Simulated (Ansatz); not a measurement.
# Changed inputs in constrained RPA: KCrF3 (cubic perovskite) (Pm-3m)

Wanted: the sensitivity and cost of U and J for KCrF3 (cubic perovskite) (Pm-3m).

Method: constrained RPA on LDA, plane waves, PAW, in Ansatz 0.2.0.

The structure was built from a prototype and need not be the compound's stable phase.

## Step 1: Starting point

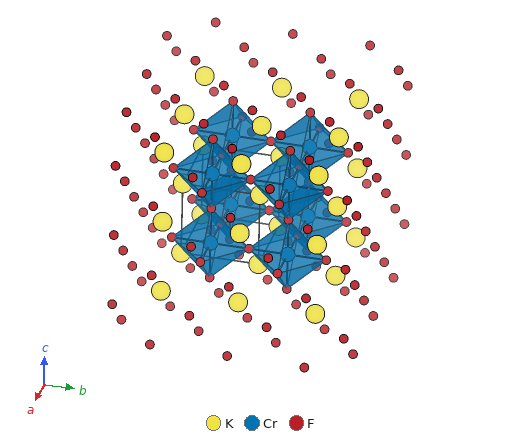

The cell as given, slightly off an axis (potassium yellow, chromium blue, fluorine red). 2×2×2 cells are drawn. Some periodic images of atoms are drawn too.

Structure file:

```cif
data_structure
_symmetry_space_group_name_H-M 'P 1'
_symmetry_Int_Tables_number 1
_cell_length_a 3.9009
_cell_length_b 3.9009
_cell_length_c 3.9009
_cell_angle_alpha 90.000
_cell_angle_beta 90.000
_cell_angle_gamma 90.000
_cell_volume 59.36
loop_
_atom_site_label
_atom_site_type_symbol
_atom_site_fract_x
_atom_site_fract_y
_atom_site_fract_z
_atom_site_occupancy
K1 K 0.00000 0.00000 0.00000 1
Cr2 Cr 0.50000 0.50000 0.50000 1
F3 F 0.50000 0.50000 0.00000 1
F4 F 0.50000 0.00000 0.50000 1
F5 F 0.00000 0.50000 0.50000 1
```

The structure was relaxed with LDA. The structure type comes from a generator and need not be one that this composition takes. The structure was generated from a model, not taken from a measurement. The runs that relaxed it are not among those shown. The program's search for lower electronic states was switched off, so nothing shows that the state found is the lowest. The default PAW set here is soft_2. Its files were made with PBE.

## Step 2: Base: Cr d, bands v2 to c3, 4×4×4 mesh, medium accuracy

Constrained RPA screens the interaction with every transition except those inside the target bands, which a later many-body model would treat itself.

Input file input.yaml:

```yaml
crystal:
  lattice:
    - [0.0, -3.90088597, 0.0]
    - [0.0, 0.0, 3.90088597]
    - [-3.90088597, 0.0, 0.0]
  atoms:
    - { symbol: K, position: [0.0, 0.0, 0.0] }
    - { symbol: Cr, position: [0.5, 0.5, 0.5] }
    - { symbol: F, position: [0.5, 0.5, 0.0] }
    - { symbol: F, position: [0.5, 0.0, 0.5] }
    - { symbol: F, position: [0.0, 0.5, 0.5] }
kpoints:
  mp_grid: { grid: [6, 6, 6] }
hamiltonian:
  xc: lda
scf:
  occupations: { method: gaussian, width: 0.08 }
  n_extra_bands: 19
  max_iter: 150
  lower_state_search: "off"
output:
  crpa:
    kmesh: [4, 4, 4]
    target_bands: [v2, c3]
    projections: [{ species: Cr, l: d, shell: 3 }]
  local_orbitals:
    kmesh: [8, 8, 8]
    orbitals: [{ species: Cr, l: d, shell: 3 }]
    window: { bands: [v2, c3] }
    seedname: lo
```

Started as:

```
$ ansatz run input.yaml --threads 4 --pin off --max-ram 9216MiB --backend cpu --events-out ev --progress --plain --runs-dir out
```

Numbers of over 12 decimals in the logs are rounded to 6 here.

Output:

```text
scf.n_extra_bands = 19 over 22 filled bands (N_el = 44.0): the run solves 41 bands
Engine: ansatz 0.2.0, x86_64-unknown-linux-gnu
Pseudopotentials: kind: paw
Pseudopotential: K, paw, valence charge 9, recommended cutoff 420 eV (normal), K.paw.azcp
Pseudopotential: Cr, paw, valence charge 14, recommended cutoff 420 eV (normal), Cr.paw.azcp
Pseudopotential: F, paw, valence charge 7, recommended cutoff 420 eV (normal), F.paw.azcp
Functional definition: SPW92
  exchange = slater_x
  correlation = pw_c
Crystal: 5 atoms, lattice volume = 59.359 Å³
Basis set: ecut = 420 eV, 1189 PW (Γ)
Bands: 41, of which v1, the nominal top of the filled ones, is band 22 counted from 1 (21 counted from 0)
Symmetry: 48 space group operations
Space group: Pm-3m (ITA 221), of the structure as read, at distance tolerance 3.9e-5 Å
k-points: 20 of 216
Non-local potential: K, projectors of the file, l = 0: 3, l = 1: 2, l = 2: 2
Non-local potential: Cr, projectors of the file, l = 0: 3, l = 1: 2, l = 2: 3, l = 3: 1
Non-local potential: F, projectors of the file, l = 0: 2, l = 1: 2, l = 2: 1
PAW form: soft (Blöchl's): semilocal exchange-correlation on the pseudo side does not see the compensation charge
PAW frozen core: K, regenerated for the run's functional, and the local potential with it (the file was generated under x = pbe(κ = 0.804, μ = 0.219515), c = pbe(β = 0.066725))
PAW frozen core: Cr, regenerated for the run's functional, and the local potential with it (the file was generated under x = pbe(κ = 0.804, μ = 0.219515), c = pbe(β = 0.066725))
PAW frozen core: F, regenerated for the run's functional, and the local potential with it (the file was generated under x = pbe(κ = 0.804, μ = 0.219515), c = pbe(β = 0.066725))
PAW one-centre angular grid: K, 110 points (default); XC on 64 Gauss nodes
PAW one-centre angular grid: Cr, 590 points (default); XC on 64 Gauss nodes
PAW one-centre angular grid: F, 110 points (default); XC on 64 Gauss nodes
Initial density: superposition of atomic densities (neutral atoms: chi_scale 0, normalization atom), corrected by the library's trained network
Initial wavefunctions: pseudopotential atomic-orbital guess
Functional: x = slater, c = lda
SCF iter   1: F=—  HF=-7203.032249 eV  |F-HF|=—  |Δ(HF+E_count)|=         —  Δρ=2.19e-2  dr2=1.85e-1  ethr=1.77e-3  ⟨swp⟩=5.1  Hψ=3472  notcnv=0  defer=146
preconditioner: auto → LDOS  [insulator: Δε(μ)=0.112 eV  Ē_g=20.623 eV  σ=0.080 eV  W_gap=0.59  n_scr=18 (ndim 8)  ℏωp=28.1 eV  f_vac=0.044  D(μ)=4.75/eV (n_scr^D=56)  ε∞_Penn≈2.9  β→1.0]
SCF iter   2: F=—  HF=-7203.004197 eV  |F-HF|=—  |Δ(HF+E_count)|=   2.81e-2  Δρ=1.76e-2  dr2=8.81e-2  ethr=4.21e-4  ⟨swp⟩=2.0  Hψ=1547  notcnv=0  defer=208
[...]
NSCF: frozen V_eff on 38 k-points
NSCF: frozen V_eff on 10 k-points
[...]
cRPA screening: q 1/64
cRPA screening: q 2/64
cRPA screening: q 8/64 (q-point 3)
cRPA screening: q 11/64 (q-point 6)
cRPA screening: q 23/64 (q-point 7)
cRPA screening: q 35/64 (q-point 11)
cRPA screening: q 38/64 (q-point 22)
cRPA screening: q 46/64 (q-point 23)
cRPA screening: q 58/64 (q-point 27)
cRPA screening: q 64/64 (q-point 43)
SCF converged after 8 iterations
Free energy (F): -7202.972272 eV
Harris-Foulkes:  -7202.972272 eV  (|F-HF|=6.14e-9)
Internal energy: -7202.956790 eV  (E = F + TS)
E sigma→0 (E₀):  -7202.964531 eV
Entropy (-TS):   -0.015482 eV (-3.096 meV/atom)
Fermi energy:    10.831865 eV
--- Per-component energies (eV) ---
  E_band       = -385.950679
  E_kinetic    = 1217.119263
  E_local      = -3941.284430  (includes V_loc(G=0)·N_el)
  E_nonlocal   = 331.655559
  E_hartree    = 1562.524683
  E_xc         = -505.102987
  E_vxc        = -643.629898  (∫ρ·V_xc dr)
  E_paw        = -2448.841406  (= ΣΔE_a)
  E_vpaw       = -474.861124  (= ΣTr[D̂ρ^β])
  E_aug_tail   = 0.006836  (compensation charges beyond the density's cutoff)
  E_ewald      = -3419.996688
  E_core_change = 0.962380  (= ΣΔE_core)
  E_smearing   = -0.015482  (= −TS)
  E_closure    = 0.000000  (closes the sum)
  Σ components = -7202.972272   (vs F -7202.972272, Δ=0.00e0)
--- Band table (eV; the first three rows and the last of 20) ---
  k-point 0: bands = [... 18 lower, 3.7654, 3.7654, 9.8289, 9.8289, 9.8289, 11.1227, 11.1227, 12.1699, ... 15 higher]
  k-point 1: bands = [... 18 lower, 3.6922, 3.6922, 9.8516, 10.0589, 10.0589, 11.1294, 11.4870, 12.6876, ... 15 higher]
  k-point 2: bands = [... 18 lower, 3.5792, 3.5792, 9.8979, 10.5129, 10.5129, 11.1407, 12.0470, 13.9209, ... 15 higher]
  k-point 19: bands = [... 18 lower, 4.1384, 4.1384, 11.3194, 11.3194, 11.3194, 13.6052, 13.6052, 15.1368, ... 15 higher]
--- cRPA (band scheme, projected local orbitals): target bands 21..25 (1-based), 5 Wannier function(s), 4×4×4 mesh, 50 bands' worth read of 55 solved, ecut_chi 136.0 eV, v(q+G=0) probe_charge, pair densities all_electron ---
  bands read: the sum over 50 bands ends inside a degenerate multiplet in 6 slots, whose members it reads at an even weight; the widest, k=26: bands 50 to 51 (counted from 1) at 1/2 each
  χ-basis size per q: N_G = 203..228
  window electrons = 4.0000, filled by tetrahedron_uncorrected; constrained ε̄⁻¹(q = 0, 0) head = 0.389973; min gauge Gram eig = 0.7608
  Kanamori averages over each shell's own Wannier functions (sites counted from 0, functions from 1):
    Site 1, 3D, 5 of 5 d orbitals (Wannier functions 1, 2, 3, 4, 5; wannier90's mr 1, 2, 3, 4, 5):
      screened: U = 6.9343 eV, U' = 5.8808 eV, J = 0.5292 eV
      screened d-shell averages: U_bar = F0 = 6.0915 eV, J_bar = 0.7399 eV
      screened, to within: U = 1.2e-2 eV, U' = 1.2e-2 eV, J = 7.7e-4 eV
      screened d-shell averages, to within: U_bar = 1.1e-2 eV, J_bar = 1.1e-3 eV
      bare: V = 19.2187 eV, V' = 17.8819 eV, J = 0.6490 eV
      bare d-shell averages: V_bar = F0 = 18.1492 eV, J_bar = 0.9164 eV
  Hermiticity witness max|P − P†| over intra, direct and exchange elements: 7.11e-15 eV (screened), 7.11e-15 eV (bare)
  Reality witness max|Im| over intra, direct and exchange elements: 8.85e-19 eV (screened), 5.24e-18 eV (bare)
```

Wall time 24 s (4 threads of Intel Xeon 6975P-C (Granite Rapids), shared host); peak memory 0.65 GiB; 90 s of CPU time.

Reading the cycles: dr2 is the Hartree energy of the density residual (eV), the measure of convergence; HF is the Harris–Foulkes estimate of the energy, which meets the free energy F at convergence.

Numbers from this step:

```yaml
u: 6.934 eV
u_prime_inter_orbital: 5.881 eV
j: 0.5292 eV
bare_v: 19.22 eV
bare_j: 0.6490 eV
stated_bound_on_u: 0.01166 eV
u_over_bare_v: 0.3608
electrons_in_the_window: 4.000
head_of_the_constrained_inverse_dielectric_matrix: 0.3900
least_eigenvalue_of_the_projection_s_overlap: 0.7608
target_functions: 5
bands_in_the_sums: 50
r_m_s_miss_of_the_model_bands: 1.31e-4 eV
width_of_the_target_bands: 3.776 eV
weight_of_the_projected_orbitals_in_the_window: 0.8732
```

On the Cr d shell, screening brings the on-site interaction from 19.2 eV down to U = 6.93 eV.

## Step 3: Changed: 6×6×6 mesh

input.yaml: that of step 2 with these lines changed.

```diff
@@ -22,9 +22,4 @@
   crpa:
-    kmesh: [4, 4, 4]
+    kmesh: [6, 6, 6]
     target_bands: [v2, c3]
     projections: [{ species: Cr, l: d, shell: 3 }]
-  local_orbitals:
-    kmesh: [8, 8, 8]
-    orbitals: [{ species: Cr, l: d, shell: 3 }]
-    window: { bands: [v2, c3] }
-    seedname: lo
```

Output:

```text
[...]
Crystal: 5 atoms, lattice volume = 59.359 Å³
Basis set: ecut = 420 eV, 1189 PW (Γ)
Bands: 41, of which v1, the nominal top of the filled ones, is band 22 counted from 1 (21 counted from 0)
Symmetry: 48 space group operations
[...]
k-points: 20 of 216
[...]
SCF iter   1: F=—  HF=-7203.032249 eV  |F-HF|=—  |Δ(HF+E_count)|=         —  Δρ=2.19e-2  dr2=1.85e-1  ethr=1.77e-3  ⟨swp⟩=5.1  Hψ=3472  notcnv=0  defer=146
[...]
SCF iter   8: F=-7202.972272 eV  HF=-7202.972272 eV  |F-HF|=6.14e-9  |Δ(HF+E_count)|=   3.41e-8  Δρ=5.06e-6  dr2=1.08e-8  ethr=2.27e-10  ⟨swp⟩=9.3  Hψ=3699  notcnv=0
SCF 1 converged in 8 iterations: F = -7202.972272 eV  dr2 = 1.08e-8
[...]
NSCF: frozen V_eff on 20 k-points
[...]
cRPA screening: q 1/216
cRPA screening: q 2/216
cRPA screening: q 8/216 (q-point 3)
cRPA screening: q 14/216 (q-point 4)
cRPA screening: q 17/216 (q-point 8)
[...]
E sigma→0 (E₀):  -7202.964531 eV
Entropy (-TS):   -0.015482 eV (-3.096 meV/atom)
Fermi energy:    10.831865 eV
[...]
--- Band table (eV; the first three rows and the last of 20) ---
  k-point 0: bands = [... 18 lower, 3.7654, 3.7654, 9.8289, 9.8289, 9.8289, 11.1227, 11.1227, 12.1699, ... 15 higher]
  k-point 1: bands = [... 18 lower, 3.6922, 3.6922, 9.8516, 10.0589, 10.0589, 11.1294, 11.4870, 12.6876, ... 15 higher]
  k-point 2: bands = [... 18 lower, 3.5792, 3.5792, 9.8979, 10.5129, 10.5129, 11.1407, 12.0470, 13.9209, ... 15 higher]
  k-point 19: bands = [... 18 lower, 4.1384, 4.1384, 11.3194, 11.3194, 11.3194, 13.6052, 13.6052, 15.1368, ... 15 higher]
[...]
χ-basis size per q: N_G = 203..228
[...]
screened: U = 6.9339 eV, U' = 5.8806 eV, J = 0.5292 eV
      screened d-shell averages: U_bar = F0 = 6.0913 eV, J_bar = 0.7399 eV
      screened, to within: U = 1.3e-2 eV, U' = 1.3e-2 eV, J = 7.7e-4 eV
      screened d-shell averages, to within: U_bar = 1.1e-2 eV, J_bar = 1.1e-3 eV
      bare: V = 19.2038 eV, V' = 17.8672 eV, J = 0.6489 eV
      bare d-shell averages: V_bar = F0 = 18.1345 eV, J_bar = 0.9162 eV
[...]
[key lines of the parts left out:]
SCF converged after 8 iterations
Free energy (F): -7202.972272 eV
```

Elapsed: 2.5 min, on 4 threads; peak memory 0.83 GiB.

This step gave:

```yaml
u: 6.934 eV
u_prime_inter_orbital: 5.881 eV
j: 0.5292 eV
bare_v: 19.20 eV
bare_j: 0.6489 eV
stated_bound_on_u: 0.01213 eV
u_over_bare_v: 0.3611
electrons_in_the_window: 4.000
head_of_the_constrained_inverse_dielectric_matrix: 0.3911
least_eigenvalue_of_the_projection_s_overlap: 0.7608
target_functions: 5
bands_in_the_sums: 50
width_of_the_target_bands: 3.776 eV
weight_of_the_projected_orbitals_in_the_window: 0.8732
```

On the Cr d shell, screening brings the on-site interaction from 19.2 eV down to U = 6.93 eV.

## Step 4: Changed: 2×2×2 mesh

input.yaml: that of step 3 with these lines changed.

```diff
@@ -22,3 +22,3 @@
   crpa:
-    kmesh: [6, 6, 6]
+    kmesh: [2, 2, 2]
     target_bands: [v2, c3]
```

Output:

```text
[...]
Crystal: 5 atoms, lattice volume = 59.359 Å³
Basis set: ecut = 420 eV, 1189 PW (Γ)
Bands: 41, of which v1, the nominal top of the filled ones, is band 22 counted from 1 (21 counted from 0)
Symmetry: 48 space group operations
[...]
k-points: 20 of 216
[...]
χ-basis size per q: N_G = 203..228
[...]
screened: U = 7.1987 eV, U' = 6.1308 eV, J = 0.5359 eV
      screened d-shell averages: U_bar = F0 = 6.3444 eV, J_bar = 0.7494 eV
      screened, to within: U = 1.1e-2 eV, U' = 1.1e-2 eV, J = 8.0e-4 eV
      screened d-shell averages, to within: U_bar = 9.7e-3 eV, J_bar = 1.2e-3 eV
      bare: V = 19.4770 eV, V' = 18.1285 eV, J = 0.6554 eV
      bare d-shell averages: V_bar = F0 = 18.3982 eV, J_bar = 0.9251 eV
[...]
[key lines of the parts left out:]
SCF converged after 8 iterations
Free energy (F): -7202.972272 eV
Fermi energy:    10.831865 eV
```

Elapsed: 3.9 s, on 4 threads; peak memory 0.56 GiB; 13 s of CPU time.

This step gave:

```
U                                                 : 7.199 eV
U prime (inter-orbital)                           : 6.131 eV
J                                                 : 0.5359 eV
bare V                                            : 19.48 eV
bare J                                            : 0.6554 eV
stated bound on U                                 : 0.01093 eV
U over bare V                                     : 0.3696
electrons in the window                           : 4.000
head of the constrained inverse dielectric matrix : 0.3684
least eigenvalue of the projection's overlap      : 0.7608
target functions                                  : 5
bands in the sums                                 : 50
width of the target bands                         : 3.776 eV
weight of the projected orbitals in the window    : 0.8732
```

On the Cr d shell, screening brings the on-site interaction from 19.5 eV down to U = 7.20 eV.

## Step 5: Changed: accuracy low

input.yaml: that of step 4 with these lines changed.

```diff
@@ -22,4 +22,5 @@
   crpa:
-    kmesh: [2, 2, 2]
+    kmesh: [4, 4, 4]
     target_bands: [v2, c3]
     projections: [{ species: Cr, l: d, shell: 3 }]
+    accuracy: low
```

Output:

```text
[...]
Crystal: 5 atoms, lattice volume = 59.359 Å³
Basis set: ecut = 420 eV, 1189 PW (Γ)
Bands: 41, of which v1, the nominal top of the filled ones, is band 22 counted from 1 (21 counted from 0)
Symmetry: 48 space group operations
[...]
k-points: 20 of 216
[...]
χ-basis size per q: N_G = 203..228
[...]
screened: U = 6.8858 eV, U' = 5.8349 eV, J = 0.5280 eV
      screened d-shell averages: U_bar = F0 = 6.0451 eV, J_bar = 0.7382 eV
      screened, to within: U = 1.6e-1 eV, U' = 1.6e-1 eV, J = 7.9e-3 eV
      screened d-shell averages, to within: U_bar = 1.4e-1 eV, J_bar = 1.2e-2 eV
      bare: V = 19.2187 eV, V' = 17.8819 eV, J = 0.6490 eV
      bare d-shell averages: V_bar = F0 = 18.1492 eV, J_bar = 0.9164 eV
[...]
[key lines of the parts left out:]
SCF converged after 8 iterations
Free energy (F): -7202.972272 eV
Fermi energy:    10.831865 eV
```

Wall time 11 s (4 threads); peak memory 0.6 GiB; 41 s of CPU time.

This step gave:

```yaml
u: 6.886 eV
u_prime_inter_orbital: 5.835 eV
j: 0.5280 eV
bare_v: 19.22 eV
bare_j: 0.6490 eV
stated_bound_on_u: 0.1507 eV
u_over_bare_v: 0.3583
electrons_in_the_window: 4.000
head_of_the_constrained_inverse_dielectric_matrix: 0.3898
least_eigenvalue_of_the_projection_s_overlap: 0.7608
target_functions: 5
bands_in_the_sums: 50
width_of_the_target_bands: 3.776 eV
weight_of_the_projected_orbitals_in_the_window: 0.8732
```

On the Cr d shell, screening brings the on-site interaction from 19.2 eV down to U = 6.89 eV.

## Step 6: Changed: smooth pair densities

input.yaml: that of step 5 with these lines changed.

```diff
@@ -25,2 +25,2 @@
     projections: [{ species: Cr, l: d, shell: 3 }]
-    accuracy: low
+    pair_densities: pseudo
```

Output:

```text
[...]
Crystal: 5 atoms, lattice volume = 59.359 Å³
Basis set: ecut = 420 eV, 1189 PW (Γ)
Bands: 41, of which v1, the nominal top of the filled ones, is band 22 counted from 1 (21 counted from 0)
Symmetry: 48 space group operations
[...]
k-points: 20 of 216
[...]
screened, to within: U = 7.4e-3 eV, U' = 7.4e-3 eV, J = 1.7e-4 eV
      screened d-shell averages, to within: U_bar = 7.1e-3 eV, J_bar = 2.5e-4 eV
      screened, sum over states alone: U = 7.4535 eV, U' = 6.1904 eV, J = 0.6212 eV
      screened d-shell averages, sum over states alone: U_bar = F0 = 6.4430 eV, J_bar = 0.8739 eV
      bare: V = 19.2187 eV, V' = 17.8819 eV, J = 0.6490 eV
      bare d-shell averages: V_bar = F0 = 18.1492 eV, J_bar = 0.9164 eV
[...]
[key lines of the parts left out:]
SCF converged after 8 iterations
Free energy (F): -7202.972272 eV
Fermi energy:    10.831865 eV
```

Run time: 29 s. Hardware: 4 threads; peak memory 0.57 GiB; 1.8 min of CPU time.

This step gave:

```yaml
u: 6.977 eV
u_prime_inter_orbital: 5.876 eV
j: 0.5546 eV
bare_v: 19.22 eV
bare_j: 0.6490 eV
stated_bound_on_u: 0.007382 eV
u_over_bare_v: 0.3630
electrons_in_the_window: 4.000
head_of_the_constrained_inverse_dielectric_matrix: 0.3903
least_eigenvalue_of_the_projection_s_overlap: 0.7608
target_functions: 5
bands_in_the_sums: 50
width_of_the_target_bands: 3.776 eV
weight_of_the_projected_orbitals_in_the_window: 0.8732
```

On the Cr d shell, screening brings the on-site interaction from 19.2 eV down to U = 6.98 eV.

(Part 1 of 2 ends here.)

[Paths, hosts, dates, memory and timing lines, banners, echoed tables and standing remarks are left out of the program output.]

[Logs are printed without paths, hosts, clocks, repeated set-up lines and the standing remarks that a program may print on its own settings, such as how far it seeks lower states.]

[Runs of the session that timed out or met a known fault of the program may be left out.]

[Hosts, paths, dates, database ids (printed as entryN), source tags and the programs' standing remarks are cut or masked in the printed files.]
